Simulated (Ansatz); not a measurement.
## Electronic structure of CH₃Cl₂In (SMILES [CH3][In]([Cl])[Cl]) in real space

| atom | x (Å) | y (Å) | z (Å) |
| --- | --- | --- | --- |
| C | -0.2323 | 1.1035 | -0.1124 |
| In | 0.1966 | -0.9673 | 0.1028 |
| Cl | 1.9811 | -1.8154 | 1.3239 |
| Cl | -1.0536 | -2.6732 | -0.8577 |
| H | -1.2733 | 1.2275 | -0.4050 |
| H | -0.0369 | 1.6091 | 0.8321 |
| H | 0.4185 | 1.5158 | -0.8837 |

Geometry: PBE0-D4/def2-TZVP; core potentials replace the inner electrons of In.

The calculation used Ansatz, RKS PBE0-D4/def2-TZVPP.

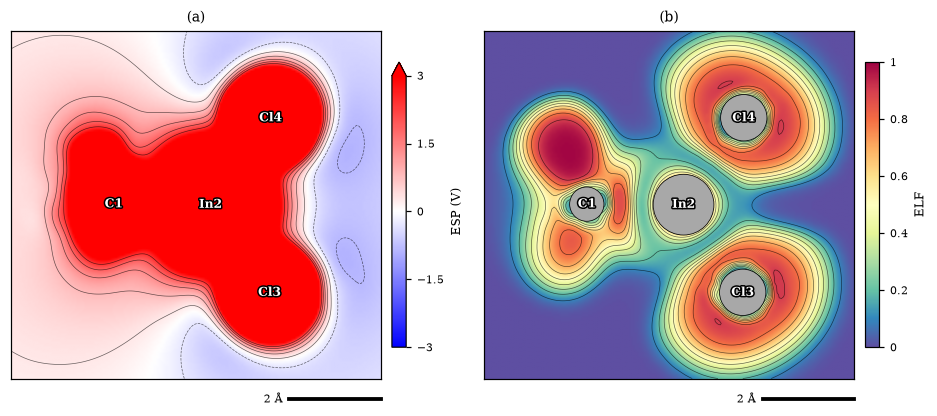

Figure 1. (a) electrostatic potential; (b) ELF on the plane of atoms C1, In2 and Cl3. Grey discs cover the atomic cores in the ELF map.

### Describe what can be read from this map.

- The plane passes through C, In and Cl nuclei.
- C–In (2.13 Å): the ELF peaks at about 0.85 in the valence shell of C, 0.7 Å from its nucleus, and drops to about 0.20 between the two atoms.
- In–Cl (2.32 Å): the ELF peaks at about 0.80 in the valence shell of Cl, 0.8 Å from its nucleus, and drops to about 0.15 between the two atoms.
- The ELF also peaks beside Cl3 and Cl4, away from the bonds: lone-pair regions.
- Outside the dense part of the molecule the potential is most negative (−0.9 V) near Cl3.

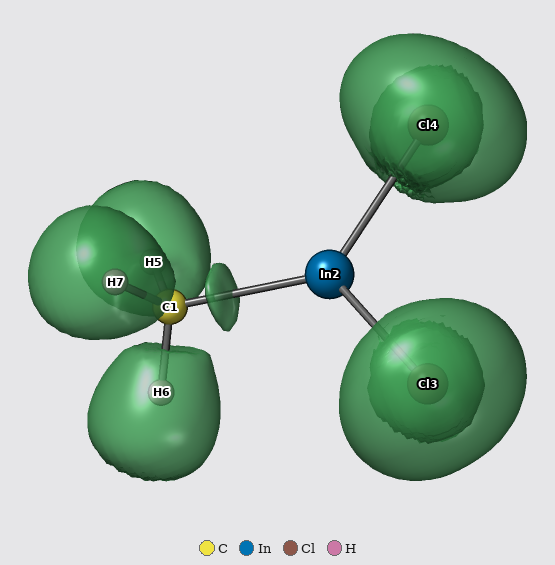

Figure 2. Isosurface of the ELF at 0.8 (green), seen at a tilt. Core shells and regions of very low density are left out.

### Identify the bonds, lone pairs and shells in this picture.

The ELF exceeds this value in three regions around hydrogen nuclei, one lobe of the valence shell of C pointing towards In (polar bonds) and two regions wrapped around Cl (the valence shell of each).

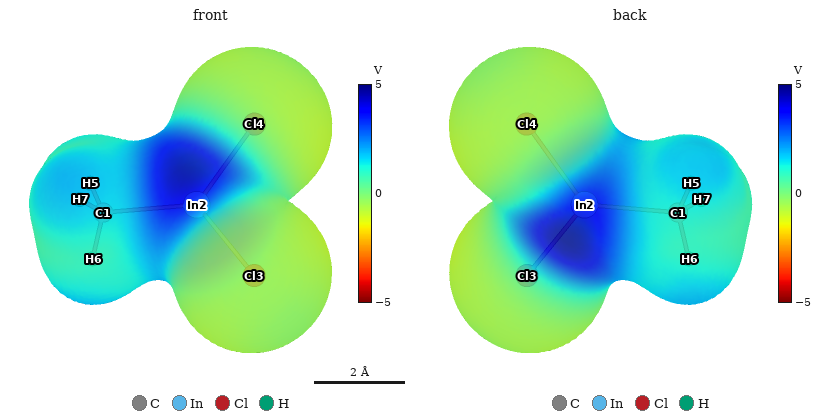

Figure 3. The molecular electrostatic potential painted on the density surface at 0.004 e/bohr³, seen from the front and from behind; the colour scale runs from red (negative) to blue (positive).

### Where is the surface potential most negative and most positive?

The most negative region (about −0.9 V) lies over Cl3 and Cl4, the most positive (about +4.5 V) over In2.

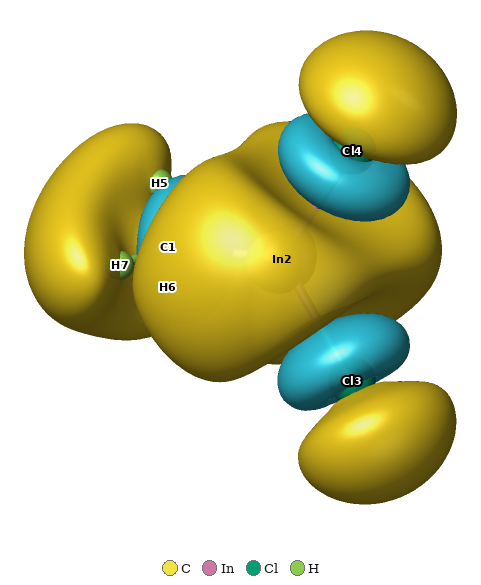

Figure 4. One frontier orbital at ±0.04 Å⁻³ᐟ² (yellow and cyan are the two phases), seen at a tilt.

### Which orbital is it: HOMO or LUMO?

The LUMO, at −1.62 eV. Its weight (Hirshfeld) is mainly on In2 (about 45 %), C1 (about 15 %), Cl3 (about 15 %) and Cl4 (about 15 %).
